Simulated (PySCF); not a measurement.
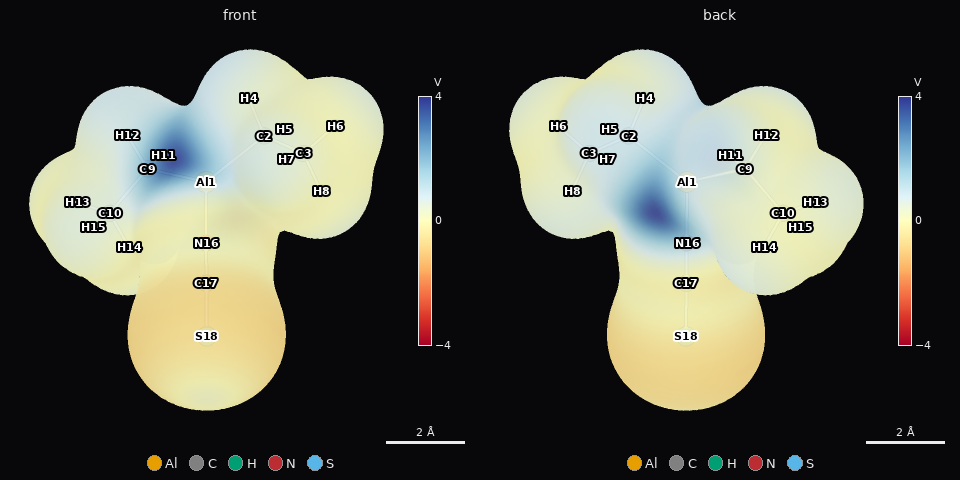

Figure 1: C5H10AlNS (AlEt2(NCS)). The molecular electrostatic potential painted on the density surface at 0.002 e/bohr³, seen from the front and from behind; red is negative and blue positive.

Geometry: PBE0-D3(BJ)/def2-SVP.

Level of theory: PBE0/pcSseg-1 Al:pcSseg-2, SCF density, gas phase, non-relativistic (PySCF).

```xyz
18

Al    0.0805    0.1526    0.0078
C     1.9758    0.0819    0.4816
C     2.5122   -1.2664    0.9631
H     2.1603    0.8679    1.2387
H     2.5447    0.4297   -0.4026
H     3.5885   -1.2256    1.1975
H     1.9954   -1.6122    1.8723
H     2.3737   -2.0552    0.2071
C    -0.9277    1.7392   -0.5297
C    -2.3638    1.5126   -1.0018
H    -0.3381    2.2599   -1.3084
H    -0.9092    2.4393    0.3281
H    -2.8695    2.4567   -1.2625
H    -2.4046    0.8669   -1.8932
H    -2.9750    1.0182   -0.2304
N    -0.8360   -1.4056    0.0796
C    -1.4358   -2.4392    0.1305
S    -2.2278   -3.8037    0.2001
```

### Where is the surface potential most negative and most positive?

The most negative region (about −0.8 V, or −18 kcal/mol for a unit charge) lies over S18, the most positive (about +3.5 V, or +81 kcal/mol for a unit charge) over Al1.

### What dipole moment does the calculation give?

Its dipole moment is 3.48 D.
